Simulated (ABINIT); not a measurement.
# Cl (Cmce): G0W0 in ABINIT against the wavefunction cutoff in GW, part 2 of 2

Aim: move the wavefunction cutoff in GW of a G0W0 run on Cl (Cmce) over a wide range.

ABINIT 10.8.3; PBE and many-body steps on it, plane waves. Known limits of the many-body steps: not at the basis limit; coarse k mesh.

So far. Step 2 (Screening, 4×4×2 mesh, 101 bands, screening to 130.6 eV): Local fields lower ε∞ by 20 %. On a Γ-centred mesh this coarse the value itself is usually too large, while a short band sum pulls it down. Step 5 (12.5 Ha): The gap on the mesh goes from 2.47 eV to 5.66 eV, a correction of +3.19 eV.

**6. Screening, 4×4×2 mesh, 101 bands, screening to 130.6 eV**

This step: RPA screening on PBE, plane waves, norm-conserving pseudopotentials.

File run.abi:

```
acell 3*1.0 Angstrom
rprim 
  3.145000000000 -2.250000000000 0.000000000000
  3.145000000000 2.250000000000 0.000000000000
  0.000000000000 0.000000000000 8.210000000000
ntypat 1
znucl 17
natom 4
typat 1 1 1 1
xred 
  0.870000000000 0.130000000000 0.100000000000
  0.630000000000 0.370000000000 0.600000000000
  0.130000000000 0.870000000000 0.900000000000
  0.370000000000 0.630000000000 0.400000000000
pp_dirpath "pseudos"
pseudos "Cl.upf"
ecut 25
ngkpt 4 4 2
nshiftk 1
shiftk 0 0 0
kptopt 1
chksymbreak 0
istwfk *1
occopt 1
irdwfk 1
optdriver 3
nband 101
ecuteps 4.8
inclvkb 2
awtr 1
symchi 1
ecutwfn 18.8
indata_prefix "in"
outdata_prefix "out"
tmpdata_prefix "tmp"
```

Command:

```bash
> OMP_NUM_THREADS=1 mpirun -n 4 abinit run.abi > log
```

The log of the run:

```text
.Version 10.8.3 of ABINIT. v10.8.2 released Aug 2026.

 Symmetries : space group Cm c a (# 64); Bravais oC (1-face-center ortho.)
[... echo of the input left out ...]
== DATASET  1 ==================================================================
-   mpi_nproc: 4, omp_nthreads: 1 (-1 if OMP is not activated)

--- !DatasetInfo
iteration_state: {dtset: 1, }
dimensions: {natom: 4, nkpt: 14, mband: 101, nsppol: 1, nspinor: 1, nspden: 1, mpw: 3088, }
cutoff_energies: {ecut:  18.8, pawecutdg:  -1.0, }
[...]
--------------------------------------------------------------------------------
[... chi0 elements left out ...]
 For q-point:  0.000010 0.000020 0.000030
  dielectric constant =   2.8086
  dielectric constant without local fields =   3.4590

  Average fulfillment of the sum rule on Im[epsilon] for q-point    1 :     65.84  [%]
[... wings left out ...]
  q-point number  2        q = ( 0.250000, 0.000000, 0.000000) [r.l.u.]
--------------------------------------------------------------------------------
[... chi0 elements left out ...]
  Average fulfillment of the sum rule on Im[epsilon] for q-point    2 :     71.01  [%]

 [... 12 further q-points ...]
```

The job ended after 65 s (4 MPI ranks of Arm Neoverse V2, shared host; peak memory 1.3 GiB).

Numbers from this step:

```yaml
eps_infinity_with_local_fields_on_this_mesh_along_the_program_s_q_direction: 2.809
the_same_without_local_fields: 3.459
plasma_frequency: 18.23 eV
plane_waves_in_the_screening_matrix: 403
```

**7. 18.8 Ha**

This step: G0W0 on PBE, plane waves, norm-conserving pseudopotentials.

run.abi, as its differences from that of step 6:

```diff
@@ -25,8 +25,17 @@
 irdwfk 1
-optdriver 3
+optdriver 4
 nband 101
+gwcalctyp 0
+ecutsigx 18.8
+symsigma 1
+nkptgw 2
+kptgw 
+  0.5000000000 0.5000000000 0.0000000000
+  0.0000000000 0.0000000000 0.0000000000
+bdgw 
+  13 16
+  13 16
 ecuteps 4.8
-inclvkb 2
-awtr 1
-symchi 1
+irdscr 1
+ppmodel 1
 ecutwfn 18.8
```

The log of the run:

```text
.Version 10.8.3 of ABINIT. v10.8.2 released Aug 2026.

 Symmetries : space group Cm c a (# 64); Bravais oC (1-face-center ortho.)
[... echo of the input left out ...]
== DATASET  1 ==================================================================
-   mpi_nproc: 4, omp_nthreads: 1 (-1 if OMP is not activated)

--- !DatasetInfo
iteration_state: {dtset: 1, }
dimensions: {natom: 4, nkpt: 14, mband: 101, nsppol: 1, nspinor: 1, nspden: 1, mpw: 3088, }
cutoff_energies: {ecut:  18.8, pawecutdg:  -1.0, }
[...]
Band     E0 <VxcDFT>   SigX SigC(E0)      Z dSigC/dE  Sig(E)    E-E0       E
[...]
15   1.645 -13.976  -8.979  -2.758   0.795  -0.258 -12.196   1.781   3.426
       16   2.208 -14.623  -9.220  -2.918   0.787  -0.271 -12.667   1.955   4.163

== END DATASET(S) ==============================================================
================================================================================

 -outvars: echo values of variables after computation  --------
           etotal      0.0000000000E+00
            nband         101
             nkpt          14
          spgroup          64
 [... the other variables as echoed above ...]

 Calculation completed.
```

Elapsed: 19 s, on 4 MPI ranks; peak memory 1.5 GiB; 77 s of CPU time.

This step gave:

```
G0W0 gap on the points computed              : 5.661 eV
starting gap on the mesh                     : 2.469 eV
k of the valence top                         : 0.5, 0.5, 0
k of the conduction bottom                   : 0, 0, 0
least direct G0W0 gap on the computed points : 5.712 eV
```

Against the run before, the gap moves by +0.001 eV.

**8. Screening, 4×4×2 mesh, 101 bands, screening to 130.6 eV**

This step: RPA screening on PBE, plane waves, norm-conserving pseudopotentials.

run.abi, as its differences from that of step 7:

```diff
@@ -25,18 +25,8 @@
 irdwfk 1
-optdriver 4
+optdriver 3
 nband 101
-gwcalctyp 0
-ecutsigx 18.8
-symsigma 1
-nkptgw 2
-kptgw 
-  0.5000000000 0.5000000000 0.0000000000
-  0.0000000000 0.0000000000 0.0000000000
-bdgw 
-  13 16
-  13 16
 ecuteps 4.8
-irdscr 1
-ppmodel 1
-ecutwfn 18.8
+inclvkb 2
+awtr 1
+symchi 1
 indata_prefix "in"
```

The log of the run:

```text
.Version 10.8.3 of ABINIT. v10.8.2 released Aug 2026.

 Symmetries : space group Cm c a (# 64); Bravais oC (1-face-center ortho.)
[... echo of the input left out ...]
== DATASET  1 ==================================================================
-   mpi_nproc: 4, omp_nthreads: 1 (-1 if OMP is not activated)

--- !DatasetInfo
iteration_state: {dtset: 1, }
dimensions: {natom: 4, nkpt: 14, mband: 101, nsppol: 1, nspinor: 1, nspden: 1, mpw: 4726, }
cutoff_energies: {ecut:  25.0, pawecutdg:  -1.0, }
[...]
--------------------------------------------------------------------------------
[... chi0 elements left out ...]
 For q-point:  0.000010 0.000020 0.000030
  dielectric constant =   2.8084
  dielectric constant without local fields =   3.4583

  Average fulfillment of the sum rule on Im[epsilon] for q-point    1 :     65.85  [%]
[... wings left out ...]
  q-point number  2        q = ( 0.250000, 0.000000, 0.000000) [r.l.u.]
--------------------------------------------------------------------------------
[... chi0 elements left out ...]
  Average fulfillment of the sum rule on Im[epsilon] for q-point    2 :     71.01  [%]

 [... 12 further q-points ...]
```

Run time: 70 s. Hardware: 4 MPI ranks; peak memory 1.5 GiB.

Numbers from this step:

```
ε∞ with local fields, on this mesh, along the program's q direction : 2.808
the same without local fields                                       : 3.458
plasma frequency                                                    : 18.23 eV
plane waves in the screening matrix                                 : 403
```

**9. 25 Ha**

This step: G0W0 on PBE, plane waves, norm-conserving pseudopotentials.

run.abi, as its differences from that of step 8:

```diff
@@ -25,8 +25,17 @@
 irdwfk 1
-optdriver 3
+optdriver 4
 nband 101
+gwcalctyp 0
+ecutsigx 25
+symsigma 1
+nkptgw 2
+kptgw 
+  0.5000000000 0.5000000000 0.0000000000
+  0.0000000000 0.0000000000 0.0000000000
+bdgw 
+  13 16
+  13 16
 ecuteps 4.8
-inclvkb 2
-awtr 1
-symchi 1
+irdscr 1
+ppmodel 1
 indata_prefix "in"
```

The log of the run:

```text
.Version 10.8.3 of ABINIT. v10.8.2 released Aug 2026.

 Symmetries : space group Cm c a (# 64); Bravais oC (1-face-center ortho.)
[... echo of the input left out ...]
== DATASET  1 ==================================================================
-   mpi_nproc: 4, omp_nthreads: 1 (-1 if OMP is not activated)

--- !DatasetInfo
iteration_state: {dtset: 1, }
dimensions: {natom: 4, nkpt: 14, mband: 101, nsppol: 1, nspinor: 1, nspden: 1, mpw: 4726, }
cutoff_energies: {ecut:  25.0, pawecutdg:  -1.0, }
[...]
Band     E0 <VxcDFT>   SigX SigC(E0)      Z dSigC/dE  Sig(E)    E-E0       E
[...]
15   1.645 -13.980  -8.981  -2.758   0.795  -0.258 -12.198   1.782   3.427
       16   2.208 -14.626  -9.222  -2.918   0.787  -0.271 -12.670   1.957   4.164

== END DATASET(S) ==============================================================
================================================================================

 -outvars: echo values of variables after computation  --------
           etotal      0.0000000000E+00
            nband         101
             nkpt          14
          spgroup          64
 [... the other variables as echoed above ...]

 Calculation completed.
```

Elapsed: 20 s, on 4 MPI ranks; peak memory 1.7 GiB.

This step gave:

- G0W0 gap on the points computed: 5.661 eV
- starting gap on the mesh: 2.469 eV
- k of the valence top: 0.5, 0.5, 0
- k of the conduction bottom: 0, 0, 0
- least direct G0W0 gap on the computed points: 5.713 eV

Against the run before, the gap moves by +0.000 eV.

**10. Side by side**

Times are wall times on 4 MPI ranks of Arm Neoverse V2, shared host, good to a factor of about two. A run's time includes the screening step that it read.

```csv
run,mesh,bands,screening cutoff (eV),DFT gap (eV),gap on the mesh (eV),direct (eV),ε∞ used,time
7.5 Ha,4×4×2,101,130.6,2.469,5.659,5.710,2.85,58 s
12.5 Ha,4×4×2,101,130.6,2.469,5.660,5.712,2.81,63 s
18.8 Ha,4×4×2,101,130.6,2.469,5.661,5.712,2.81,84 s
25 Ha,4×4×2,101,130.6,2.469,5.661,5.713,2.81,90 s
```

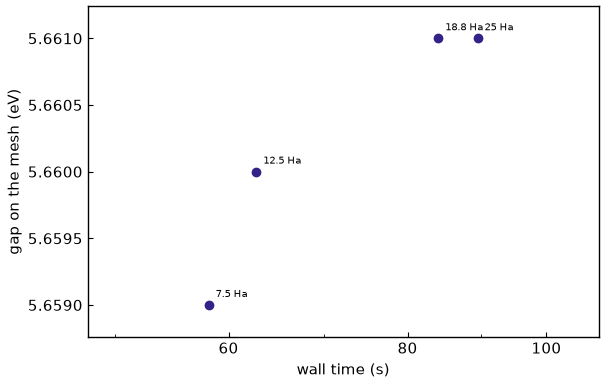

Result against wall time.

**11. Results**

| Quantity | Value |
| --- | --- |
| 7.5 Ha | 5.659 eV |
| 12.5 Ha | 5.660 eV |
| 18.8 Ha | 5.661 eV |
| 25 Ha | 5.661 eV |
| known limits | not at the basis limit; coarse k mesh |

In words: The setting moved: wavefunction cutoff in GW. From 7.5 Ha to 25 Ha the gap moves by +0.002 eV. It holds to 0.03 eV from 7.5 Ha on. Bands and screening cutoff are coupled, so a series along one setting does not show full convergence. The exchange cutoff follows the wavefunction cutoff here. Bands and cutoff are finite, so the gap is not at the basis limit. The miss can reach some tenths of an eV and take either sign; the mesh is an error of its own. In the G0W0 runs levels were corrected at 2 k points alone, so a gap called «on the mesh» is the least over those, and an edge elsewhere would be missed. The 4×4×2 mesh is coarse for this cell, which bears on the long-range parts of exchange and screening.

[Paths, hosts, dates, memory and timing lines, banners, echoed tables and standing remarks are left out of the program output.]

[Logs are printed without paths, hosts, clocks, repeated set-up lines and the standing remarks that a program may print on its own settings, such as how far it seeks lower states.]

[Runs of the session that timed out or met a known fault of the program may be left out.]

[Hosts, paths, dates, database ids (printed as entryN), source tags and the programs' standing remarks are cut or masked in the printed files.]

[G0W0 gaps are taken among the corrected bands and points alone; a level outside them can change the order at an edge.]

[Where Ansatz stands beside ABINIT at settings called matched, ABINIT's density can come from a denser mesh and the files from another edition; pairs whose starting gaps differed by over 0.03 eV were left out, so agreement reads better than it is.]
